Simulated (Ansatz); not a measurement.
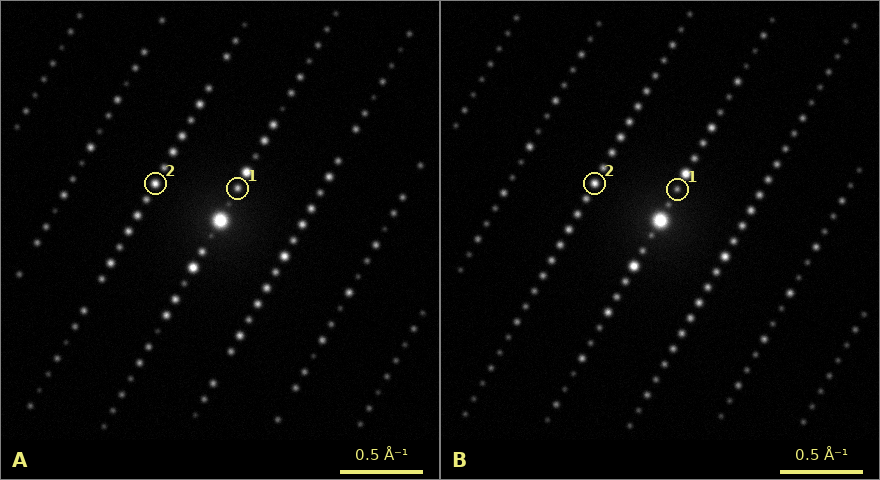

Kinematic electron diffraction patterns (120 kV, B = 0.5 Å², same scale) along [110] of the run's own cell, for the start and the end of one relaxation of B2Pb with DFT PBE, scalar-relativistic, plane waves, PAW in Ansatz 0.2.0. k mesh 12×12×4. The start is a generated model structure, and the relaxation ends in the nearest stationary point of its symmetry, not necessarily the ground state. Spot 1 is 0 0 -2 and spot 2 is -1 1 0 in both.

Start structure:

```
CELL_PARAMETERS angstrom
3.10959 0.00000 0.00000
0.00000 3.10959 0.00000
0.00000 0.00000 8.94708
ATOMIC_POSITIONS crystal
B 0.00000 0.00000 0.00000
B 0.50000 0.50000 0.00000
B 0.00000 0.50000 0.10474
B 0.50000 0.00000 0.89526
Pb 0.00000 0.50000 0.67903
Pb 0.50000 0.00000 0.32097
```

> Which pattern belongs to the start structure, and which to the relaxed one?

A is the start: its cell gives d(1) = 4.474 Å, d(2) = 2.199 Å and an angle of 90.0°. B is the relaxed structure, with d(1) = 4.618 Å (+3.2 %), d(2) = 2.182 Å (-0.8 %) and 90.0°.

> Name reflections whose intensity changes strongly on relaxation.

1 -1 -7 comes into sight; 0 0 4 goes from 2 to 11 % of the strongest spot; 0 0 2 goes from 17 to 5.6 % of the strongest spot; 0 0 5 goes from 23 to 9.1 % of the strongest spot.

> What did the relaxation do to the structure and the energy?

The volume changed by +1.7 % to 14.66 Å³ an atom; with the mean shift removed, the atoms moved by up to 0.11 Å relative to the cell (Pb most); the space group stayed P4/nmm (No. 129); the free energy fell by 12 meV an atom. Relaxed cell: a = 3.086 Å, b = 3.086 Å, c = 9.237 Å, α = 90.00°, β = 90.00°, γ = 90.00°.
